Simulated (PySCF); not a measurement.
Input

```
{"job": {"kind": "nmr", "xc": "PBE0", "basis": "pcSseg-1"}, "charge": 0, "multiplicity": 1}
C      3.593844     0.210587    -0.218282
C      2.665577     1.018470    -0.875047
C      1.300980     0.817135    -0.683934
C      0.832490    -0.194415     0.165246
C     -0.646182    -0.413865     0.376633
C     -1.321093     0.788206     1.049338
C     -2.809307     0.548993     1.277451
C     -3.523511     0.180289    -0.018297
C     -2.862971    -1.016786    -0.693021
C     -1.374387    -0.780625    -0.922671
C      1.775970    -0.995712     0.816612
C      3.143680    -0.798407     0.630047
H      4.664534     0.368283    -0.368060
H      3.008029     1.813170    -1.542653
H      0.587285     1.460090    -1.206327
H     -0.752764    -1.273217     1.063917
H     -1.186841     1.679512     0.410332
H     -0.811577     1.012203     2.000351
H     -2.936538    -0.271018     2.007587
H     -3.270892     1.440713     1.731868
H     -3.494930     1.044950    -0.706350
H     -4.588706    -0.026321     0.174856
H     -2.994316    -1.910457    -0.056075
H     -3.361877    -1.244272    -1.649098
H     -0.902908    -1.670294    -1.370358
H     -1.243074     0.038403    -1.652455
H      1.428860    -1.790156     1.483693
H      3.860911    -1.437928     1.150672
```

Run with:

```sh
OMP_NUM_THREADS=2 python probes_run.py task.json out
```

Geometry: PBE0-D3(BJ)/def2-SVP.

Computed with PBE0/pcSseg-1, SCF density, gas phase, non-relativistic (PySCF 2.14.0).

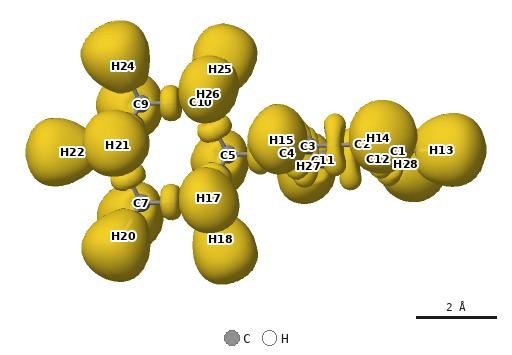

C12H16 (SMILES c1ccc(C2CCCCC2)cc1). Isosurface of the electron localisation function at 0.8 (yellow), seen from one side. Core shells and regions of very low density are left out.

Q: Describe the localisation domains.

A: The ELF exceeds this value in 13 regions between bonded C–C atoms (shared pairs) and 16 regions around hydrogen nuclei. Profiles from the grid: C–C (1.39 Å): the ELF peaks at about 0.95 between the atoms: a covalent bond. C–H (1.09 Å): the ELF climbs to about 1 towards the hydrogen, as it does in any bond to H; a covalent bond by its length.
